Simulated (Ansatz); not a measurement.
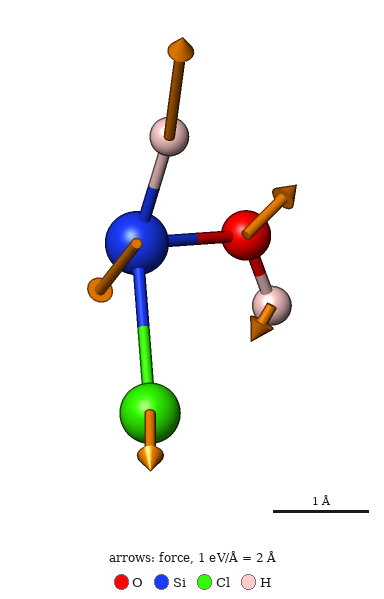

Starting geometry of SiH2OCl (multiplicity 2) with the computed forces as orange arrows. The picture is a ball-and-stick view, seen from a free direction.

The start comes from GFN2-xTB.

Computed with Ansatz 0.2.0, UKS PBE0-D4/def2-TZVP. (force threshold 0.005 eV/Å; at most 150 steps)

> What follows when this structure is relaxed?

It isn't relaxed: the largest force vector, on an H atom, is 0.84 eV/Å. The final displacements follow the starting forces only in part (cosine between the two patterns 0.39). After 7 accepted moves (8 points after the start) the energy has fallen by 1.20 kcal/mol. The largest force component goes from 0.7 to 0.0011 eV/Å. The line search rejected the trial step at point 3 of the run. The largest move after the best rigid fit is that of the O atom, 0.10 Å. By element the largest moves are O 0.10 Å, H 0.10 Å, Cl 0.06 Å, Si 0.06 Å. Near-neighbour distances that change, for instance: H–Si 1.448 → 1.488 Å, Cl–Si 2.042 → 2.065 Å, O–Si 1.628 → 1.639 Å, H–O 0.954 → 0.959 Å. Bond angles that change, for instance: Si–O–H 124.2° → 118.3°, Cl–Si–H 112.6° → 108.3°, O–Si–H 102.1° → 105.3°.
